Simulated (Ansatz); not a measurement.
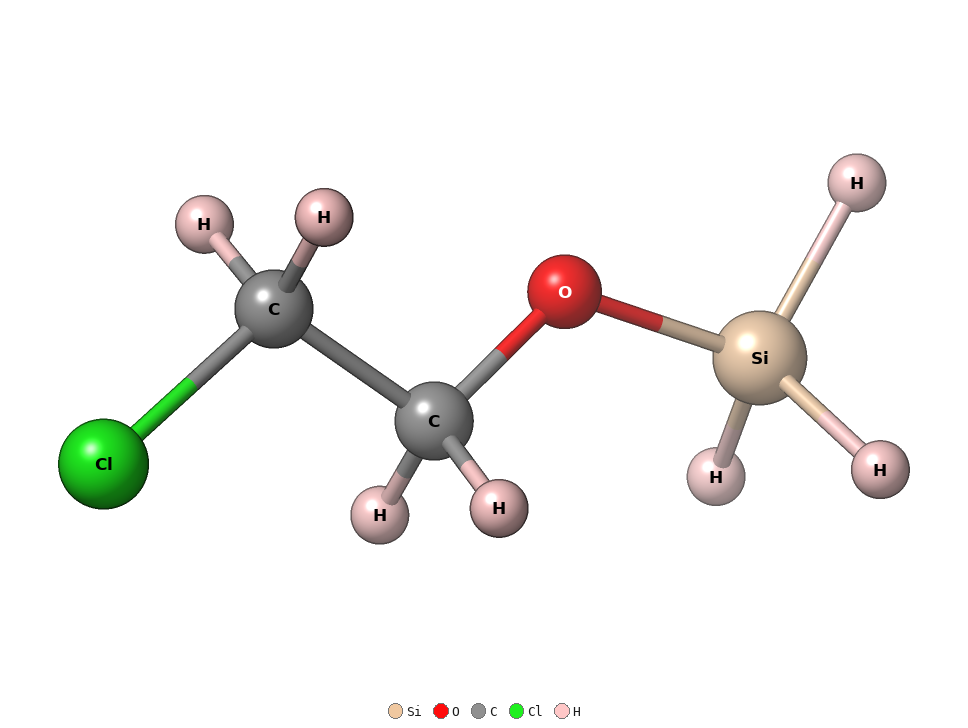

Distant atoms are faded towards the background colour. The computed structure is the end point of a PBE0-D4/def2-TZVP optimisation. No frequency run is at hand to confirm it as a minimum.

### Which symmetry elements does this geometry have?

It has 1 mirror plane, so the point group is Cs. The group has 2 operations. The geometry is achiral, and symmetry allows a dipole moment.
